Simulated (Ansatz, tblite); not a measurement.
# The cluster Hf₂H₁₀O₉: a ladder of methods and basis sets, part 2 of 2

How do method and basis change the picture of the cluster Hf₂H₁₀O₉ (singlet)?

Ansatz 0.2.0, Gaussian basis; as each input shows. Earlier steps stand in the parts before.

### 12 MP2/def2-TZVP

File in.yaml:

```yaml
crystal:
  periodic: [false, false, false]
  atoms:
    - {symbol: Hf, position_ang: [0.875534, 0.480414, -1.139681]}
    - {symbol: Hf, position_ang: [-0.765345, -0.484268, 1.488682]}
    - {symbol: O, position_ang: [-0.206468, -0.794035, -2.771536]}
    - {symbol: O, position_ang: [2.761720, 0.151390, -1.479622]}
    - {symbol: O, position_ang: [0.393392, 1.997480, -2.300338]}
    - {symbol: O, position_ang: [0.741002, -0.485510, 2.821362]}
    - {symbol: O, position_ang: [0.593252, -1.364842, -0.053503]}
    - {symbol: O, position_ang: [-1.964804, 0.975241, 2.105610]}
    - {symbol: O, position_ang: [-1.291021, 0.121581, -0.597305]}
    - {symbol: O, position_ang: [-1.801000, -2.070291, 1.927195]}
    - {symbol: O, position_ang: [0.744950, 1.257944, 0.755501]}
    - {symbol: H, position_ang: [-1.011024, -0.758953, -2.173753]}
    - {symbol: H, position_ang: [-0.416452, -0.171717, -3.496416]}
    - {symbol: H, position_ang: [3.680855, -0.020496, -1.714976]}
    - {symbol: H, position_ang: [0.161085, 2.837409, -2.713295]}
    - {symbol: H, position_ang: [0.760223, -0.938346, 3.679881]}
    - {symbol: H, position_ang: [1.350134, -1.900950, 0.239111]}
    - {symbol: H, position_ang: [-1.736723, 1.889197, 2.337944]}
    - {symbol: H, position_ang: [-1.888976, 0.891344, -0.551358]}
    - {symbol: H, position_ang: [-2.399695, -2.782263, 2.177657]}
    - {symbol: H, position_ang: [1.419339, 1.169683, 1.458831]}
basis:
  gaussian: {orbitals: def2-TZVP, initial_orbitals: start.molden}
correlation: {method: mp2}
scf: {omitted_lower_state_checks: [starts]}
output: {orbitals: {seedname: orbitals}}
```

Started as:

```bash
ansatz run in.yaml --threads 2 --pin off --events-out ev --progress --plain --max-ram 32768MiB --backend cuda --devices 0, --max-vram 18GiB
```

Log:

```text
Functional definition: HF
  name "HF"
  cite "Fock, Z. Phys. 61, 126 (1930) doi:10.1007/BF01340294"
  parent pbe
  exchange = exact_x
  correlation = 0
these checks for a lower state are left out or cut short: starts
3044 factors; integrals over basis functions are off by at most 1.6e-3 eV
mean field evaluation 1: about -21098.2761 eV, gradient 4.3e1 eV
mean field evaluation 2: about -21100.6963 eV, gradient 2.8e0 eV
mean field evaluation 4: about -21101.3527 eV, gradient 2.3e0 eV
mean field evaluation 8: about -21101.3623 eV, gradient 4.7e-4 eV
mean field -21101.36232702 eV, -775.4607625007 hartree, gradient 7.1e-6 eV, S^2 0.000000; 0 other end points of the search recorded, 0 dependent functions left out
9 core orbitals not correlated: weight in the atoms' cores, before any rotation towards them, 1.000 or more for the frozen orbitals, at most 0.000 for the correlated occupied ones
reference -21101.36232702 eV, -775.4607625007 hartree; 44, 44 occupied and 366, 366 virtual orbitals, 3044 factors
second order -76.11389209 eV of doubles, -0.00000000 eV of singles
Total energy: -21177.47621911 eV, -778.2578964433 hartree
Checks for a lower state left out: starts
```

It took 7 s on 1 × H100 (card shared with other runs) with 2 threads of AMD EPYC 7R13, shared host; peak host memory 0.93 GiB.

Report: Hartree-Fock HOMO -11.93 eV, LUMO 2.22 eV.

### 13 RPA/def2-TZVP

Changes to in.yaml since step 12:

```diff
@@ -26,4 +26,4 @@
   gaussian: {orbitals: def2-TZVP, initial_orbitals: start.molden}
-correlation: {method: mp2}
+hamiltonian: {xc: pbe}
+correlation: {method: rpa}
 scf: {omitted_lower_state_checks: [starts]}
-output: {orbitals: {seedname: orbitals}}
```

Launched as before.

Log:

```text
Functional definition: PBE
  name "PBE"
  cite "Perdew, Burke & Ernzerhof, Phys. Rev. Lett. 77, 3865 (1996) doi:10.1103/PhysRevLett.77.3865"
  parent pbe
  parameter kappa = 0.804
  parameter beta = 0.06672455060314922
  exchange = pbe_x(kappa = kappa, mu = beta*pi^2/3)
  correlation = pbe_c(beta = beta)
these checks for a lower state are left out or cut short: starts
3044 factors; integrals over basis functions are off by at most 1.6e-3 eV
mean field evaluation 1: about -21205.8794 eV, gradient 1.6e1 eV
mean field evaluation 2: about -21206.2382 eV, gradient 3.3e-1 eV
mean field evaluation 4: about -21206.2210 eV, gradient 7.6e-4 eV
mean field -21206.22103657 eV, -779.3142490011 hartree, gradient 6.3e-6 eV, S^2 0.000000; 0 other end points of the search recorded, 0 dependent functions left out
9 core orbitals not correlated: weight in the atoms' cores, before any rotation towards them, 1.000 or more for the frozen orbitals, at most 0.000 for the correlated occupied ones
reference -21096.49443777 eV, -775.2818708706 hartree; 44, 44 occupied and 366, 366 virtual orbitals, 3044 factors
Total energy: -21209.67772370 eV, -779.4412799100 hartree
Checks for a lower state left out: starts
```

Wall time 10 s (1 × H100 (card shared with other runs) with 2 threads of AMD EPYC 7R13, shared host); peak host memory 2.1 GiB.

### 14 Levels side by side

```csv
level,functions,HOMO (eV),LUMO (eV),gap (eV),time
HF/def2-TZVP,419,-11.92,2.22,14.14,6.5 s
PBE-D4/def2-SVP,240,-5.86,-0.72,5.14,7 s
PBE-D4/def2-TZVP,419,-6.06,-0.93,5.12,6.5 s
r2SCAN-D4/def2-TZVP,419,-6.42,-0.43,5.99,8.5 s
PBE0-D4/def2-SVP,240,-7.54,0.07,7.61,7 s
PBE0-D4/def2-TZVP,419,-7.69,-0.14,7.55,7 s
CAM-B3LYP-D4/def2-TZVP,419,-9.18,0.57,9.75,6 s
```

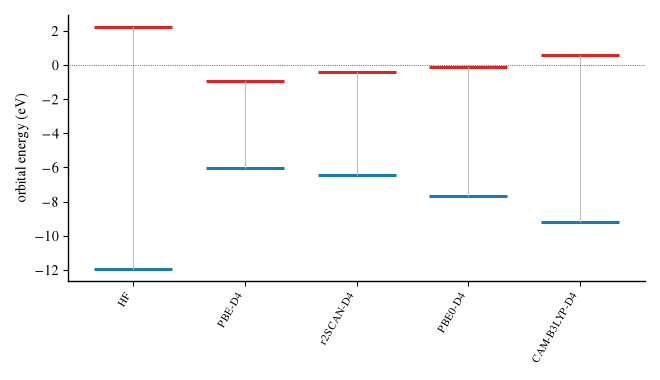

Highest filled (blue) and lowest empty (red) level in def2-TZVP.

Energy pieces by basis (eV):

```csv
basis,HF,MP2 correlation,CCSD correlation,(T),total
def2-SVP,-21078.1148,-59.9006,-60.6679,-1.5611,-21140.3437
def2-TZVP,-21101.3623,-76.1139,,,-21177.4762 (MP2)
```

The correlation energy is far from converged in these sets, so it jumps between bases; where outer-core shells are correlated, the sets cover them unevenly.

### 15 Binding energy

Free atoms were run apart at each level; binding is atoms less cluster, divided by the number of atoms, without zero-point or spin-orbit terms.

```csv
method,binding an atom (eV),from CCSD(T)/def2-SVP (eV),time
HF/def2-SVP,3.120,-1.177,
HF/def2-TZVP,3.092,-1.205,6.5 s
PBE-D4/def2-SVP,4.587,+0.290,7 s
PBE-D4/def2-TZVP,4.544,+0.247,6.5 s
r2SCAN-D4/def2-TZVP,4.491,+0.194,8.5 s
PBE0-D4/def2-SVP,4.422,+0.125,7 s
PBE0-D4/def2-TZVP,4.393,+0.096,7 s
CAM-B3LYP-D4/def2-TZVP,4.479,+0.182,6 s
MP2/def2-SVP,4.411,+0.114,
MP2/def2-TZVP,4.517,+0.220,7 s
CCSD/def2-SVP,4.244,-0.053,
CCSD(T)/def2-SVP,4.297,0,14 s
```

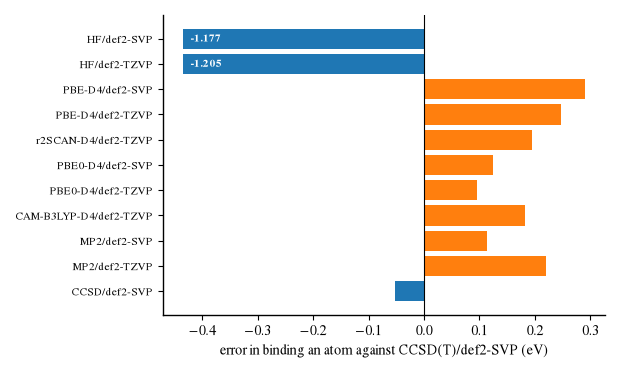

How far each level lands from CCSD(T)/def2-SVP. Bars with a number in them are cut short.

Some runs used a GPU and others CPU threads alone, so the times don't compare the methods' cost.

### 16 Results

The summary covers parts 1 to 2.

```
                                                                  quantity                            value
gap in def2-TZVP, named functionals and Hartree-Fock, smallest and largest  5.12 eV (PBE-D4), 14.14 eV (HF)
                                      correlation energy, CCSD(T)/def2-SVP                        -62.23 eV
                                         correlation energy, MP2/def2-TZVP                        -76.11 eV
                                         binding an atom, CCSD(T)/def2-SVP                         4.297 eV
                           PBE0 total energy, smallest basis above largest   22.82 eV (def2-SVP, def2-TZVP)
```

**Reading.** Orbital gaps of the named functionals and Hartree-Fock in def2-TZVP span 5.12 eV (PBE-D4) to 14.14 eV (HF); exact exchange widens it. The functionals in def2-TZVP miss CCSD(T)/def2-SVP by +0.096 (PBE0-D4) to +0.247 eV (PBE-D4) an atom. The yardstick is in a double-zeta basis, so levels in larger sets aren't compared like for like. CCSD(T)/def2-SVP isn't at the basis-set limit; small misses against it rank nothing.

The slowest run with a step of its own, CCSD(T)/def2-SVP, took 14 s; the quickest functional in def2-TZVP took 6 s (shared host).
